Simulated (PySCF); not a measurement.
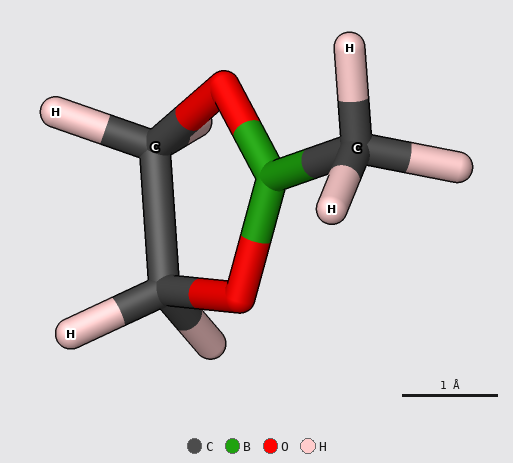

Figure 1. The structure (stick view, seen at a tilt). Bond lengths as drawn: B–C 1.56 Å, B–O 1.37 Å, C–C 1.54 Å, C–H 1.10 Å and C–O 1.42 Å.

NMR shielding calculation, with input and output: C$_{3}$H$_{7}$BO$_{2}$

The run: NMR shielding calculation of C$_{3}$H$_{7}$BO$_{2}$. Method and program: GIAO PBE0/cc-pVTZ NMR shielding, non-relativistic, gas phase (PySCF 2.14.0).

The geometry comes from this level: PBE0-D3(BJ)/def2-SVP. Figures and captions count atoms from 1; the log counts them from 0 in places.

## Output
```
coarse grid: 10856 points
cycle   1  E = -293.5900394020  dE =  8.219e-01  |g| = 8.026e-01  |ddm| = 7.182e+00
cycle   2  E = -293.4669261080  dE =  1.231e-01  |g| = 1.168e+00  |ddm| = 2.462e+00
cycle   3  E = -293.7072604073  dE = -2.403e-01  |g| = 8.543e-02  |ddm| = 1.505e+00
cycle   4  E = -293.7085349196  dE = -1.275e-03  |g| = 3.489e-02  |ddm| = 1.724e-01
cycle   5  E = -293.7088131354  dE = -2.782e-04  |g| = 5.323e-03  |ddm| = 6.026e-02
cycle   6  E = -293.7088186571  dE = -5.522e-06  |g| = 1.105e-03  |ddm| = 8.392e-03
final grid: 104856 points
cycle   7  E = -293.6963534328  dE = -8.350e-05  |g| = 1.104e-02  |ddm| = 1.059e-01
cycle   8  E = -293.6963320190  dE =  2.141e-05  |g| = 1.567e-02  |ddm| = 3.260e-02
cycle   9  E = -293.6963756871  dE = -4.367e-05  |g| = 1.232e-03  |ddm| = 1.833e-02
cycle  10  E = -293.6963759791  dE = -2.921e-07  |g| = 2.621e-04  |ddm| = 2.143e-03
cycle  11  E = -293.6963759914  dE = -1.221e-08  |g| = 1.172e-04  |ddm| = 4.407e-04
cycle  12  E = -293.6963759935  dE = -2.140e-09  |g| = 3.969e-05  |ddm| = 1.658e-04
cycle  13  E = -293.6963759938  dE = -2.766e-10  |g| = 2.383e-06  |ddm| = 4.646e-05
```

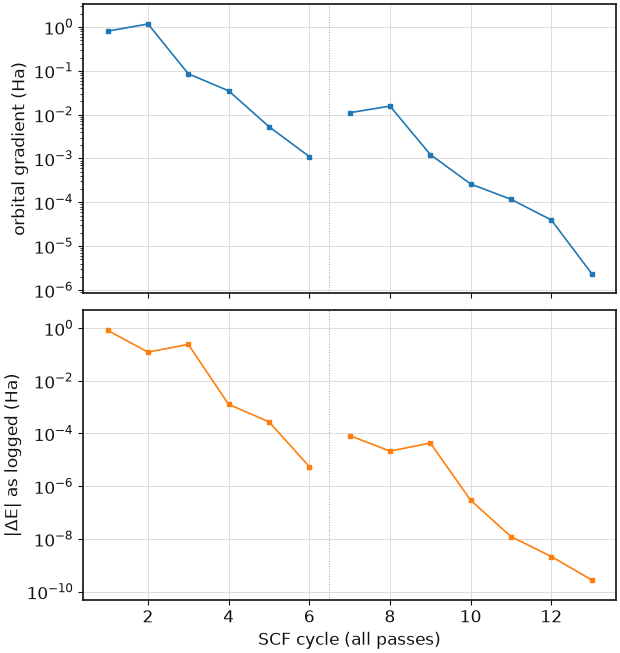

Figure 2. Convergence of the self-consistent field: orbital gradient and size of the energy change against the SCF cycle. The dotted line marks the change from a coarse to the final integration grid. The first 6 cycles use a coarse grid, the final grid takes over at cycle 7, and the field converges after 13 cycles in all.

```
converged SCF energy = -293.6963759938

GIAO shielding tensors (ppm)
atom      isotropic    diamagn.    paramagn.     s11        s22        s33       span
  0 C      194.122     245.397     -51.275    188.052    194.225    200.089     12.036
  1 B       70.697     199.563    -128.866     48.748     79.805     83.538     34.790
  2 O      206.543     386.698    -180.155     80.091    254.125    285.413    205.322
  3 C      119.913     239.901    -119.988     83.976    108.377    167.384     83.408
  4 C      120.122     239.913    -119.791     84.484    108.402    167.481     82.997
  5 O      204.108     386.035    -181.927     80.089    250.507    281.729    201.640
  6 H       31.084      29.378       1.706     26.601     29.231     37.419     10.818
  7 H       31.110      29.284       1.826     26.811     28.988     37.533     10.722
  8 H       31.196      29.228       1.967     27.445     28.362     37.780     10.335
  9 H       27.163      29.592      -2.430     23.351     25.797     32.340      8.989
 10 H       27.177      29.588      -2.411     23.420     25.780     32.331      8.911
 11 H       27.192      29.584      -2.392     23.392     25.801     32.384      8.992
 12 H       27.167      29.554      -2.387     23.417     25.788     32.296      8.879
```

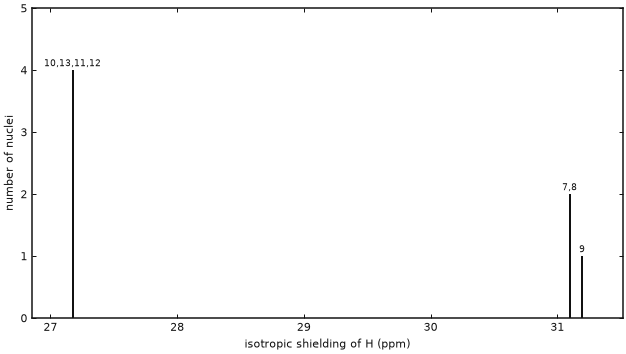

Figure 3. Isotropic shieldings of the hydrogen nuclei in this fixed geometry, labelled by atom number; shielding grows to the right, so chemical shift grows to the left. The least shielded is H10 (27.2 ppm), the most shielded H9 (31.2 ppm).

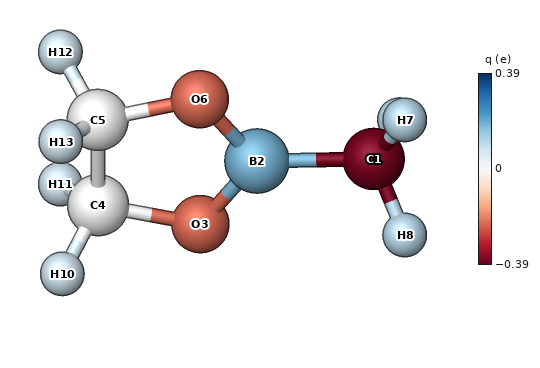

Figure 4. Mulliken charges, as the colour of each atom (ball-and-stick view, seen at a tilt; atoms are numbered from 1 in the order of the input). By element: C −0.37 to 0.00, B +0.18, O −0.22 and H +0.08 to +0.11 e.

The run was set up as follows.

## Input file
```
{"job": {"kind": "nmr", "xc": "PBE0", "basis": "cc-pVTZ", "pop": true}, "charge": 0, "multiplicity": 1}
C      2.190266     0.292754     0.452049
B      0.675092     0.079254     0.142389
O      0.214059    -0.642343    -0.925864
C     -1.201067    -0.617009    -0.915886
C     -1.576136     0.238412     0.313774
O     -0.339617     0.605304     0.896207
H      2.353114     0.640309     1.481440
H      2.764723    -0.629612     0.284536
H      2.603757     1.053016    -0.231348
H     -1.586188    -1.647234    -0.845735
H     -1.568334    -0.183145    -1.859956
H     -2.138766     1.145914     0.040742
H     -2.178232    -0.319941     1.049040
```

The first line tells a small driver script what to run in PySCF; the rest is the geometry in Å.

Launched with:
```bash
OMP_NUM_THREADS=1 python <driver script> task.json out
```

## Results in brief

- outcome: converged
- total energy: −293.696376 hartree
- HOMO: −7.84 eV
- LUMO: 1.12 eV
- dipole moment: 1.56 D
- isotropic shielding, C: 119.9 to 194.1 ppm
- isotropic shielding, B: 70.7 ppm
- isotropic shielding, O: 204.1 to 206.5 ppm
- isotropic shielding, H: 27.2 to 31.2 ppm
- hardware: 1 CPU thread, shared host
- wall time: 68 s
- peak memory: 1.1 GiB
